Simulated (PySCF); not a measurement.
# C5H13NSi: electronic excitations

What electronic excitations should C5H13NSi (`CC[C@H]1C[Si@@H](N)C1`) show?

The runs use PySCF 2.14.0, with density-fitted response routines of our own; the level of theory stands in each step. All values are computed, except where a source is named. Atoms count from 0, in the outputs and in this text.

**1. The starting structure**

20 atoms, charge 0, multiplicity 1; geometry from: GFN2-xTB.

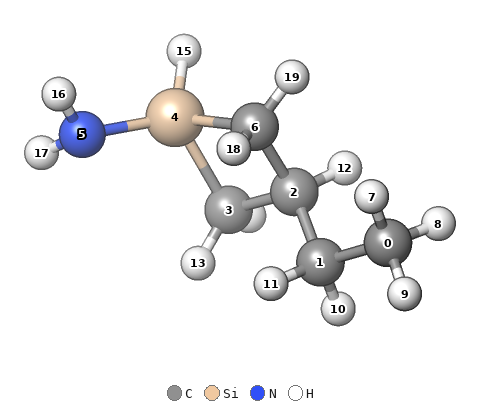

The starting geometry (carbon grey, silicon light orange, nitrogen blue, hydrogen white), atoms numbered.

**2. TDDFT and polarisability: B3LYP/def2-SVPD**

The job: settings as JSON, then the geometry in Å.

```
{"job": {"kind": "uv", "xc": "B3LYP", "basis": "def2-SVPD", "nstates": 8, "ntriplets": 3}, "charge": 0, "multiplicity": 1}
C     -2.752541     0.316024    -0.052251
C     -1.578129    -0.653126    -0.125109
C     -0.352070    -0.131524     0.611217
C      0.841597    -1.111853     0.620748
Si     2.036799     0.307177     0.204086
N      2.912696     0.063751    -1.263164
C      0.322586     1.094275    -0.043576
H     -2.479446     1.278720    -0.478215
H     -3.052376     0.473020     0.982218
H     -3.606903    -0.073489    -0.602104
H     -1.874108    -1.612090     0.309792
H     -1.315954    -0.829904    -1.171487
H     -0.632798     0.111941     1.639385
H      0.748756    -1.852479    -0.170837
H      0.960673    -1.646395     1.559449
H      2.800622     0.832519     1.346638
H      3.270303     0.878589    -1.736251
H      3.612055    -0.661870    -1.274548
H      0.034456     1.191556    -1.088382
H      0.098634     2.035836     0.451180
```

Level: TDDFT B3LYP/def2-SVPD, vertical, gas phase, core orbitals frozen in the response.

Run with:

```bash
OMP_NUM_THREADS=1 python probes_run.py task.json out
```

The driver reads the jobs from task.json and runs them one after another.

Output:

```text
coarse grid: 16176 points
cycle   1  E = -542.1804501418  dE =  5.696e-01  |g| = 6.767e-01  |ddm| = 7.204e+00
cycle   2  E = -542.0552669321  dE =  1.252e-01  |g| = 9.688e-01  |ddm| = 3.514e+00
cycle   3  E = -542.2982338597  dE = -2.430e-01  |g| = 7.242e-02  |ddm| = 2.261e+00
cycle   4  E = -542.2993844540  dE = -1.151e-03  |g| = 3.316e-02  |ddm| = 2.541e-01
cycle   5  E = -542.2996443243  dE = -2.599e-04  |g| = 6.286e-03  |ddm| = 6.009e-02
cycle   6  E = -542.2996539346  dE = -9.610e-06  |g| = 2.095e-03  |ddm| = 1.792e-02
final grid: 148800 points
cycle   7  E = -542.3822897999  dE = -6.467e-05  |g| = 7.287e-03  |ddm| = 2.007e-01
cycle   8  E = -542.3822757086  dE =  1.409e-05  |g| = 1.022e-02  |ddm| = 2.901e-02
cycle   9  E = -542.3823042255  dE = -2.852e-05  |g| = 6.286e-04  |ddm| = 1.638e-02
cycle  10  E = -542.3823043232  dE = -9.767e-08  |g| = 2.332e-04  |ddm| = 1.688e-03
cycle  11  E = -542.3823043359  dE = -1.269e-08  |g| = 6.102e-05  |ddm| = 5.350e-04
cycle  12  E = -542.3823043367  dE = -8.230e-10  |g| = 2.297e-05  |ddm| = 2.161e-04
converged SCF energy = -542.3823043367

Static polarisability (au): isotropic 93.295, principal 83.320 85.360 111.205

Singlet excitations
state   eV       nm        f      main configurations
  1   6.0736    204.1   0.01902   H->L 0.97
  2   6.4285    192.9   0.00265   H->L+1 0.91
  3   6.7527    183.6   0.00007   H-1->L 0.98
  4   6.8994    179.7   0.00885   H->L+2 0.86
  5   7.1409    173.6   0.05388   H-1->L+1 0.47, H-2->L 0.42
  6   7.1983    172.2   0.02290   H-2->L 0.51, H-1->L+1 0.37, H->L+3 0.08
  7   7.2945    170.0   0.05610   H->L+3 0.66, H-1->L+2 0.14, H-1->L+1 0.11
  8   7.3242    169.3   0.04813   H-1->L+2 0.76, H->L+3 0.15

Triplet excitations (Tamm-Dancoff, eV): 5.7987 6.2101 6.5060
```

Wall time 76 s (1 thread of Arm Neoverse V1, shared host); peak memory 0.97 GiB.

The orbitals next to the gap, with their largest atomic shares:

| orbital | eV | atoms |
| --- | --- | --- |
| HOMO−3 | -8.50 | C2 20 %, C6 18 %, C1 15 % |
| HOMO−2 | -7.88 | N5 34 %, Si4 12 %, C2 11 % |
| HOMO−1 | -7.45 | C3 28 %, C6 27 %, Si4 22 % |
| HOMO | -6.91 | N5 37 %, Si4 14 %, H15 10 % |
| LUMO | 0.19 | Si4 32 %, H16 17 %, H17 16 % |
| LUMO+1 | 0.54 | Si4 25 %, H15 11 %, C6 9 % |
| LUMO+2 | 0.75 | C0 12 %, Si4 10 %, H12 10 % |

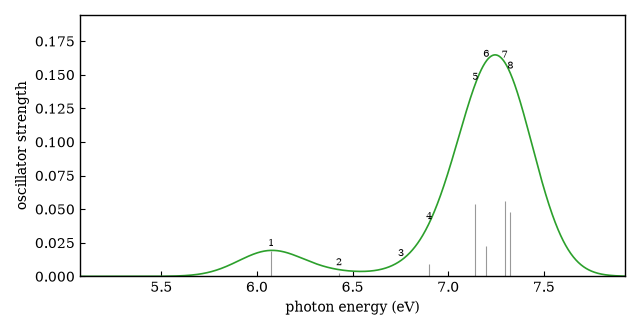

Absorption spectrum from the 8 singlet states computed; above the last one it falls off for lack of states. Lines are broadened to a width of 0.40 eV (Gaussian).

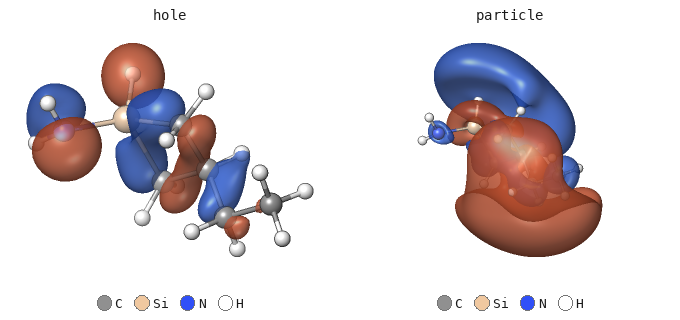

Leading natural transition orbitals of singlet state 7: the electron leaves the hole (left) for the particle orbital (right).

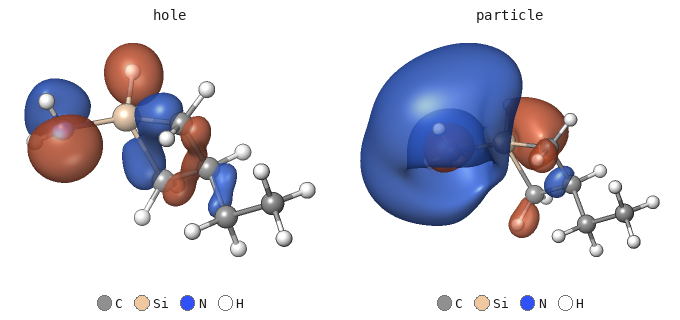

Leading natural transition orbitals of singlet state 1: the electron leaves the hole (left) for the particle orbital (right).

Ground-state properties from the same run:

| property | computed |
| --- | --- |
| dipole moment (D) | 1.12 |
| polarisability (Å³) | 13.82 |
| HOMO–LUMO gap (eV) | 7.10 |
| −ε(HOMO) (eV) | 6.91 |

Orbitals, density, ELF and potential are computed afterwards from the orbital file.

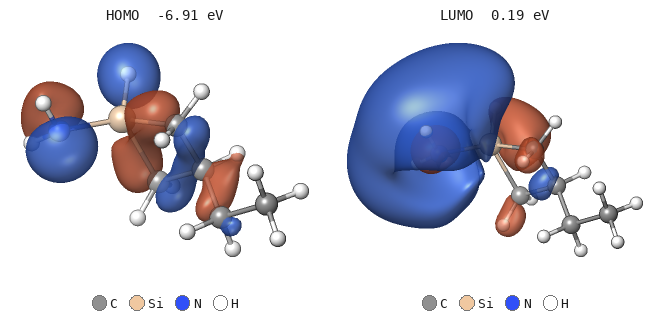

Frontier orbitals at B3LYP/def2-SVPD; each surface holds 70 % of the orbital's density, blue and red mark the sign.

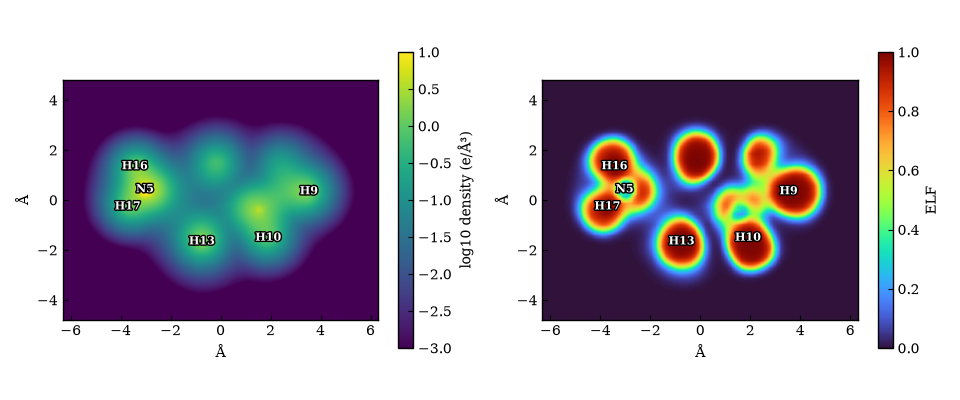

Density (left) and ELF (right) in a plane through or near 6 of the atoms.

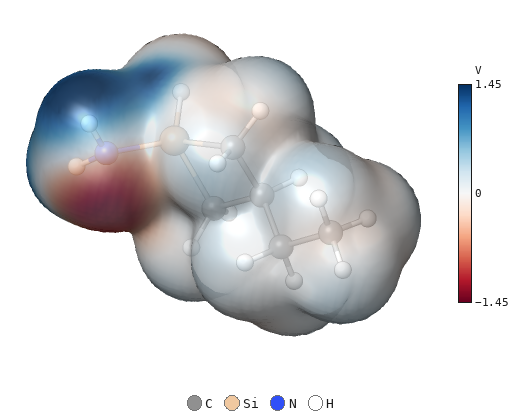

The potential that a unit positive charge feels on the 0.002 e/bohr³ surface, from -1.20 V near N5 to 1.45 V near H16.

**3. Outcome**

| quantity | value |
| --- | --- |
| lowest singlet (B3LYP/def2-SVPD) | 6.07 eV (204 nm), f = 0.019 |
| brightest single state of those computed | state 7, 7.29 eV, f = 0.056 |
| lowest triplet | 5.80 eV |
| surface potential, least and greatest | -1.20 V and 1.45 V |

In words: The first singlet state (HOMO→LUMO 0.97) lies at 6.07 eV and is weak; of the 8 states computed, the strongest absorption comes from states 7 to 8 together at 7.29 eV (the last computed, so partners may be missing). The lowest triplet lies 0.27 eV below the lowest singlet (triplets in Tamm-Dancoff, singlets in full TDDFT). States above −ε(HOMO) lie where TDDFT describes them poorly and they hang on the basis; the brightest is among them.
